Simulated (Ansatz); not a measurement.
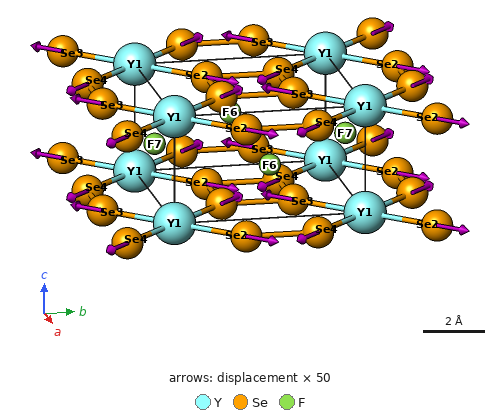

This is a relaxation of solid YSe$_{4}$F$_{2}$ (a generated structure, set up in P4/mmm) (coarse preliminary run). The starting structure is drawn; purple arrows show the displacements (the part carried along by the change of the cell is left out), magnified 50 times.

A ball-and-stick model of the cell of the calculation, seen slightly off an axis.

Level of theory: DFT PBE, scalar-relativistic, plane waves, PAW in Ansatz.

The input:
```yaml
crystal:
  lattice:
    - [6.4236012907, 0.0, 0.0]
    - [0.0, 6.4236012907, 0.0]
    - [0.0, 0.0, 3.663487846]
  atoms:
    - { symbol: "Y", position: [0.0, 0.0, 0.0] }
    - { symbol: Se, position: [0.3120368989, 0.3120368989, 0.0] }
    - { symbol: Se, position: [0.6879631011, 0.6879631011, 0.0] }
    - { symbol: Se, position: [0.3120368989, 0.6879631011, 0.0] }
    - { symbol: Se, position: [0.6879631011, 0.3120368989, 0.0] }
    - { symbol: F, position: [0.0, 0.5, 0.5] }
    - { symbol: F, position: [0.5, 0.0, 0.5] }
basis:
  ecutwfc: 420
kpoints:
  mp_grid: { grid: [4, 4, 6] }
hamiltonian:
  xc: pbe
scf:
  occupations: { method: gaussian, width: 0.1 }
  lower_state_search: "off"
output:
  forces: true
  stress: true
  eigenvalues: true
relax:
  adjacent_minimum: "off"
  f_tol: 0.04
  max_steps: 70
  cell: { stress_tol: 0.4 }
```

Launched with:
```bash
ansatz run input.yaml --threads 1 --pin off --max-ram 2048MiB --backend cpu --events-out ev --progress --plain --runs-dir out
```

Atoms of which element are displaced furthest, and by how much?

Selenium: up to 0.026 Å, against 0.000 Å for yttrium.

What happened in the run?

The largest moves relative to the cell, 0.026 Å, are those of Se2, Se3, Se4 and Se5. Se3 goes along [−1 −1 0]. Y and F stay in place. Cell: a = b 6.424 → 6.488 Å (+1.0 %), c 3.663 → 3.572 Å (−2.5 %). Volume −0.5 %. Near-neighbour distances that change, for instance: Y1–Y1 3.663 → 3.572 Å, Y1–Se2 2.835 → 2.889 Å, Se2–Se4 2.415 → 2.402 Å. The space group stays P4/mmm (No. 123). The energy falls by 2.7 meV per atom in 2 accepted moves (3 points after the start). The largest force component goes from 0.087 to 0.017 eV/Å. Pressure: 0.08 GPa at the start and 0.05 GPa at the end. At 1 point the geometry stayed and the basis and grid were re-selected for the new cell (energy shift of 0.1 meV per atom at most each time). Cost: 50 s on 1 thread of Arm Neoverse V2 (shared host), peak memory 0.48 GiB.
